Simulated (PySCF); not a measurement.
# singlet [NH2]+ at 6 levels

Wanted: a comparison of 6 runs (B2PLYP/SBKJC, B3LYP/SBKJC, MP2/SBKJC, BCCD(T)/SBKJC, CCSDTQ/SBKJC, CISD/SBKJC) of singlet [NH2]+. Input form: a Python script.

The calculation is run with PySCF 2.14.0.

11 further runs of the same task are left out: 1 that didn't finish, 10 set aside as unsound or not needed.

## (1) The structure to begin with

The species is [NH2]+ (3 atoms), meant as a singlet with charge +1. SMILES of the parent species: `[NH2]`. The shape is that of a GFN2-xTB optimisation. That shape belongs to the parent species and isn't relaxed for this state.

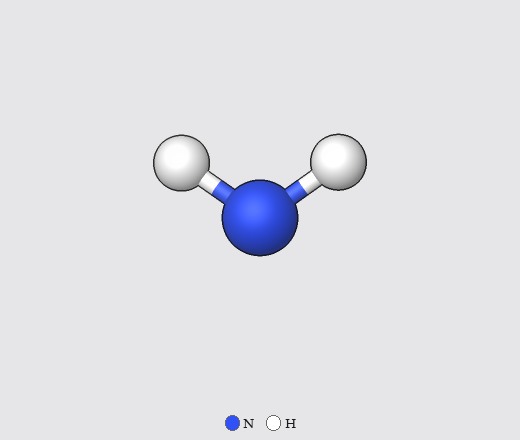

The structure, seen from a chosen angle (nitrogen blue, hydrogen white).

## (2) The energy at B2PLYP/SBKJC (core potential) (run 1)

Contents of input.py:

```python
from pyscf import gto, dft, mp

mol = gto.M(
    atom='''
N      0.307180    -0.182210     0.151440
H      0.155580     0.820260     0.174790
H     -0.462760    -0.638040    -0.326220
''',
    max_memory=1860,
    charge=1,
    verbose=3,
    ecp={'N': 'sbkjc'},
    basis='sbkjc',
)

mf = dft.RKS(mol, xc='0.53*HF + 0.47*B88, 0.73*LYP')
mf.grids.level = 5
mf.conv_tol = 1e-10
mf.kernel()
if not mf.converged:
    mf = mf.newton().run(mf.mo_coeff, mf.mo_occ)

pt = mp.MP2(mf).run()
etot = mf.e_tot + 0.27 * pt.e_corr
print('PT2 part  %.8f' % (0.27 * pt.e_corr))
print('E(%s) = %.9f' % ('B2PLYP', etot))
```

Launch:

```console
OMP_NUM_THREADS=1 python input.py
```

The program printed:

```text
converged SCF energy = -10.4608422996957
E(RMP2) = -10.5377614016078  E_corr = -0.0769191019121601
E(SCS-RMP2) = -10.5459674071975  E_corr = -0.0851251075018715
PT2 part  -0.02076816
E(B2PLYP) = -10.481610457
```

It took 1.1 s on 1 thread of Arm Neoverse V2, shared host; peak memory 0.15 GiB.

## (3) The energy at B3LYP/SBKJC (core potential) (run 2)

Contents of job.py:

```python
from pyscf import gto, dft

mol = gto.M(
    atom=[
    ('N', (0.307180, -0.182210, 0.151440)),
    ('H', (0.155580, 0.820260, 0.174790)),
    ('H', (-0.462760, -0.638040, -0.326220)),
],
    verbose=4,
    ecp={'N': 'sbkjc'},
    basis='sbkjc',
    spin=0,
    max_memory=1860,
    charge=1,
)

ks = dft.RKS(mol, xc='b3lyp')
ks.grids.level = 5
ks.conv_tol = 1e-10
ks.kernel()
if not ks.converged:
    ks = ks.newton().run(ks.mo_coeff, ks.mo_occ)

etot = ks.e_tot
print('Final energy', etot)
```

Launch:

```console
OMP_NUM_THREADS=1 python job.py
```

The program printed:

```text
PySCF version 2.14.0

[INPUT] num. atoms = 3
[INPUT] num. electrons = 6
[INPUT] charge = 1
[INPUT] spin (= nelec alpha-beta = 2S) = 0
[INPUT] symmetry False subgroup None
[INPUT] Mole.unit = angstrom
[INPUT] Symbol           X                Y                Z      unit          X                Y                Z       unit  Magmom
[INPUT]  1 N      0.307180000000  -0.182210000000   0.151440000000 AA    0.580486070944  -0.344326997157   0.286180124304 Bohr   0.0
[INPUT]  2 H      0.155580000000   0.820260000000   0.174790000000 AA    0.294003590460   1.550066750936   0.330305229313 Bohr   0.0
[INPUT]  3 H     -0.462760000000  -0.638040000000  -0.326220000000 AA   -0.874489661404  -1.205720856517  -0.616466456356 Bohr   0.0

nuclear repulsion = 5.53618548302106
number of shells = 8
number of NR pGTOs = 22
number of NR cGTOs = 12
basis = sbkjc
ecp = {'N': 'sbkjc'}

******** <class 'pyscf.dft.rks.RKS'> ********
method = RKS
initial guess = minao
damping factor = 0
level_shift factor = 0
DIIS = <class 'pyscf.scf.diis.CDIIS'>
diis_start_cycle = 1
diis_space = 8
diis_damp = 0
SCF conv_tol = 1e-10
SCF conv_tol_grad = None
SCF max_cycles = 50
direct_scf = True
direct_scf_tol = 1e-13
XC library pyscf.dft.libxc version 7.0.0
    S. Lehtola, C. Steigemann, M. J.T. Oliveira, and M. A.L. Marques.,  SoftwareX 7, 1–5 (2018)
XC functionals = b3lyp
    P. J. Stephens, F. J. Devlin, C. F. Chabalowski, and M. J. Frisch.,  J. Phys. Chem. 98, 11623 (1994)
radial grids:
    Treutler-Ahlrichs [JCP 102, 346 (1995); DOI:10.1063/1.469408] (M4) radial grids

becke partition: Becke, JCP 88, 2547 (1988); DOI:10.1063/1.454033
pruning grids: <function nwchem_prune>
grids dens level: 5
symmetrized grids: False
atomic radii adjust function: <function treutler_atomic_radii_adjust>
small_rho_cutoff = 0
Set gradient conv threshold to 1e-05
Initial guess from minao.
tot grids = 89200
init E= -10.2019532144785
  HOMO = -0.138521556278011  LUMO = -0.0578695003672681  gap/eV = 2.19465
cycle= 1 E= -10.1659263591567  delta_E= 0.036  |g|= 1.12  |ddm|=  2.4
  HOMO = -1.077420463851  LUMO = -0.967827727044193  gap/eV = 2.98217
cycle= 2 E= -10.3661668625841  delta_E= -0.2  |g|= 0.787  |ddm|= 1.84
  HOMO = -0.740418298953248  LUMO = -0.623782246799314  gap/eV = 3.17383
cycle= 3 E= -10.5454802283715  delta_E= -0.179  |g|= 0.0114  |ddm|= 0.773
  HOMO = -0.732131693460009  LUMO = -0.609958637271241  gap/eV = 3.32450
cycle= 4 E= -10.5455216007697  delta_E= -4.14e-05  |g|= 0.00141  |ddm|= 0.0128
  HOMO = -0.731746862823632  LUMO = -0.609492040214325  gap/eV = 3.32672
cycle= 5 E= -10.5455222675896  delta_E= -6.67e-07  |g|= 4.86e-05  |ddm|= 0.00192
  HOMO = -0.731750881328322  LUMO = -0.609490895075527  gap/eV = 3.32686
cycle= 6 E= -10.5455222693849  delta_E= -1.8e-09  |g|= 2.72e-06  |ddm|= 0.000179
  HOMO = -0.731751650380634  LUMO = -0.609491960654512  gap/eV = 3.32686
cycle= 7 E= -10.5455222693943  delta_E= -9.44e-12  |g|= 8.28e-07  |ddm|= 1.2e-05
  HOMO = -0.731751572083132  LUMO = -0.60949190497606  gap/eV = 3.32685
Extra cycle  E= -10.5455222693958  delta_E= -1.47e-12  |g|= 3.42e-07  |ddm|= 3.52e-06
converged SCF energy = -10.5455222693958
Final energy -10.545522269395809
```

Wall time 1 s (1 thread of Arm Neoverse V2, shared host); peak memory 0.15 GiB.

Runs 3 to 5 aren't shown in full; the table further down has their settings and results.

## (4) A single-point energy at CISD/SBKJC (core potential) (run 6)

Contents of job.py:

```python
from pyscf import gto, scf, ci

mol = gto.Mole()
mol.atom = '''
N    0.307180  -0.182210   0.151440
H    0.155580   0.820260   0.174790
H   -0.462760  -0.638040  -0.326220
'''
mol.charge = 1
mol.ecp = {'N': 'sbkjc'}
mol.basis = 'sbkjc'
mol.max_memory = 1860
mol.verbose = 4
mol.build()

myscf = scf.RHF(mol)
myscf.conv_tol = 1e-10
myscf.kernel()
if not myscf.converged:
    myscf = myscf.newton().run(myscf.mo_coeff, myscf.mo_occ)

cisd = ci.CISD(myscf)
cisd.kernel()
energy = cisd.e_tot
print('E = %.10f Eh' % energy)
```

Launch:

```console
OMP_NUM_THREADS=1 python job.py
```

The program printed:

```text
PySCF version 2.14.0

[INPUT] num. atoms = 3
[INPUT] num. electrons = 6
[INPUT] charge = 1
[INPUT] spin (= nelec alpha-beta = 2S) = 0
[INPUT] symmetry False subgroup None
[INPUT] Mole.unit = angstrom
[INPUT] Symbol           X                Y                Z      unit          X                Y                Z       unit  Magmom
[INPUT]  1 N      0.307180000000  -0.182210000000   0.151440000000 AA    0.580486070944  -0.344326997157   0.286180124304 Bohr   0.0
[INPUT]  2 H      0.155580000000   0.820260000000   0.174790000000 AA    0.294003590460   1.550066750936   0.330305229313 Bohr   0.0
[INPUT]  3 H     -0.462760000000  -0.638040000000  -0.326220000000 AA   -0.874489661404  -1.205720856517  -0.616466456356 Bohr   0.0

nuclear repulsion = 5.53618548302106
number of shells = 8
number of NR pGTOs = 22
number of NR cGTOs = 12
basis = sbkjc
ecp = {'N': 'sbkjc'}

******** <class 'pyscf.scf.hf.RHF'> ********
method = RHF
initial guess = minao
damping factor = 0
level_shift factor = 0
DIIS = <class 'pyscf.scf.diis.CDIIS'>
diis_start_cycle = 1
diis_space = 8
diis_damp = 0
SCF conv_tol = 1e-10
SCF conv_tol_grad = None
SCF max_cycles = 50
direct_scf = True
direct_scf_tol = 1e-13
Set gradient conv threshold to 1e-05
Initial guess from minao.
init E= -9.65023715580316
  HOMO = -0.141819219243031  LUMO = -0.0263407483401537  gap/eV = 3.14233
cycle= 1 E= -10.0896734190076  delta_E= -0.439  |g|= 0.851  |ddm|= 2.34
  HOMO = -1.11548530563542  LUMO = -0.626820226789601  gap/eV = 13.29725
cycle= 2 E= -10.3204209705199  delta_E= -0.231  |g|= 0.238  |ddm|= 1.13
  HOMO = -0.918947674617257  LUMO = -0.380092677777431  gap/eV = 14.66299
cycle= 3 E= -10.3335769872099  delta_E= -0.0132  |g|= 0.032  |ddm|= 0.223
  HOMO = -0.917106971576699  LUMO = -0.369193630920944  gap/eV = 14.90948
cycle= 4 E= -10.3340963638531  delta_E= -0.000519  |g|= 0.00572  |ddm|= 0.0919
  HOMO = -0.917264307960297  LUMO = -0.369536809824651  gap/eV = 14.90442
cycle= 5 E= -10.3341234286295  delta_E= -2.71e-05  |g|= 0.000744  |ddm|= 0.026
  HOMO = -0.917543938905278  LUMO = -0.369321960538562  gap/eV = 14.91788
cycle= 6 E= -10.3341236981581  delta_E= -2.7e-07  |g|= 0.000117  |ddm|= 0.00126
  HOMO = -0.9175381575092  LUMO = -0.369355524140487  gap/eV = 14.91681
cycle= 7 E= -10.3341237039803  delta_E= -5.82e-09  |g|= 9.43e-06  |ddm|= 0.000228
  HOMO = -0.91754090601724  LUMO = -0.369353977356061  gap/eV = 14.91693
cycle= 8 E= -10.3341237040207  delta_E= -4.04e-11  |g|= 8.12e-07  |ddm|= 2.5e-05
  HOMO = -0.917540839057562  LUMO = -0.369353712926408  gap/eV = 14.91693
Extra cycle  E= -10.334123704021  delta_E= -2.98e-13  |g|= 2.28e-07  |ddm|= 1.86e-06
converged SCF energy = -10.334123704021

******** <class 'pyscf.ci.cisd.RCISD'> ********
CISD nocc = 3, nmo = 12
max_cycle = 50
direct = 0
conv_tol = 1e-09
max_cycle = 50
max_space = 12
lindep = 0
nroots = 1
Init t2, MP2 energy = -0.0609493994109272
RCISD converged
E(RCISD) = -10.414090344603  E_corr = -0.07996664058204095
E = -10.4140903446 Eh
```

It took 0.54 s on 1 thread of Arm Neoverse V2, shared host; peak memory 0.12 GiB.

## (5) All runs side by side

| run | level | frozen core orbitals | integration grid | energy (Eh) | HOMO energy (eV) | LUMO energy (eV) | HOMO–LUMO gap (eV) | wall time |
| --- | --- | --- | --- | --- | --- | --- | --- | --- |
| 1 | B2PLYP/SBKJC (core potential) | 0 | 5 | -10.481610 | -22.03 | -13.87 | 8.16 | 1.1 s |
| 2 | B3LYP/SBKJC (core potential) | – | 5 | -10.545522 | -19.91 | -16.59 | 3.33 | 1 s |
| 3 | MP2/SBKJC (core potential) | 0 | – | -10.395073 | -24.97 | -10.05 | 14.92 | 0.6 s |
| 4 | BCCD(T)/SBKJC (core potential) | 0 | – | -10.418081 | – | – | – | 0.7 s |
| 5 | CCSDTQ/SBKJC (core potential) | 0 | – | -10.418651 | -24.97 | -10.05 | 14.92 | 12 s |
| 6 | CISD/SBKJC (core potential) | 0 | – | -10.414090 | -24.97 | -10.05 | 14.92 | 0.54 s |

## (6) Outcome

```
                                    quantity         value
                         run 6: total energy  -10.41409 Eh
  run 6: HOMO energy (Hartree–Fock orbitals)     -24.97 eV
  run 6: LUMO energy (Hartree–Fock orbitals)     -10.05 eV
run 6: HOMO–LUMO gap (Hartree–Fock orbitals)      14.92 eV
                   run 6: correlation energy     -80.0 mEh
```

Totals of different functionals can't be ranked against each other. All runs together took 16 s, the longest 12 s.
